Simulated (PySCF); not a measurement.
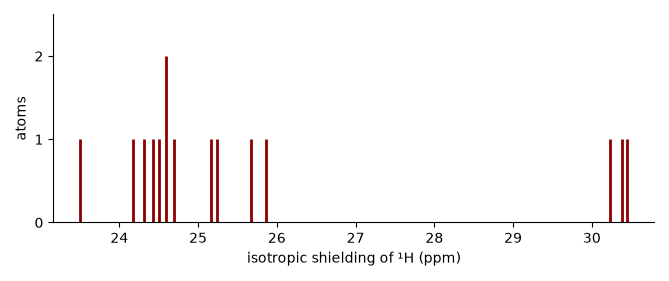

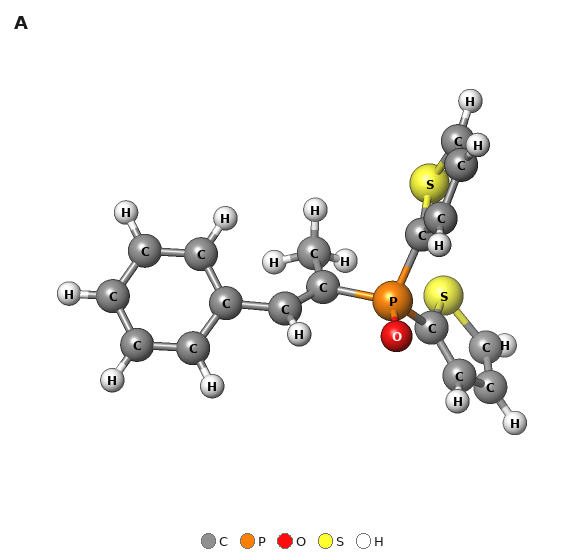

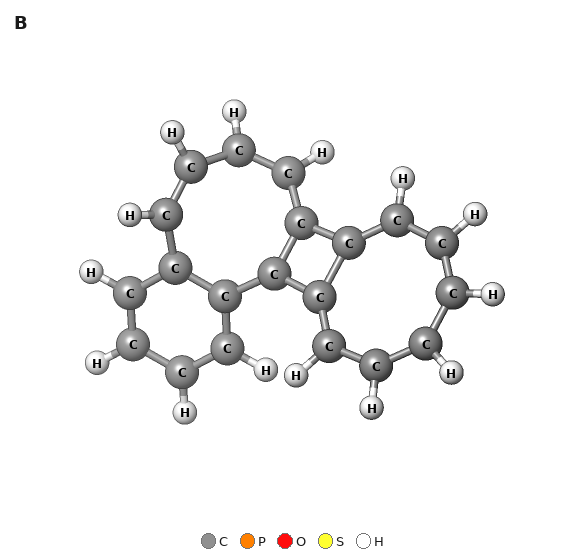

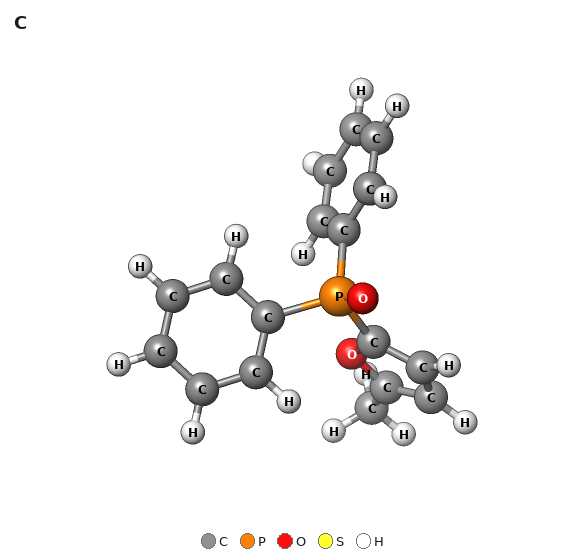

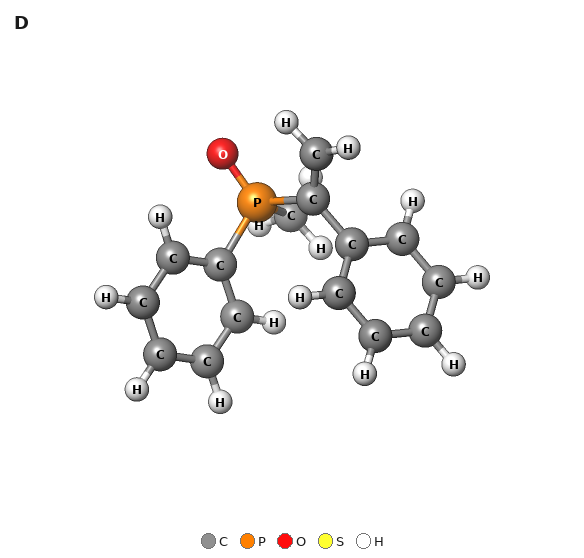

The sticks are computed shieldings of one of the molecules, for one fixed geometry (GFN2-xTB) without averaging over rotations. Low shielding means a high chemical shift. Method: GIAO KT3/pcSseg-1 NMR shielding, non-relativistic, gas phase (PySCF 2.14.0).

> Which molecule gives this pattern?

D, `C=C(c1ccccc1)[P@](C)(=O)c1ccccc1`. Its 15 H atoms give lines at 23.51, 24.18, 24.32, 24.42, 24.51, 24.59 (2 atoms), 24.70, 25.17, 25.24, 25.67, 25.87, 30.23, 30.39, 30.45 ppm.

The geometry is semi-empirical. Around P such bond lengths and angles can be off by a tenth of an ångström or more and by several degrees, and values that hang on the shape move with them.
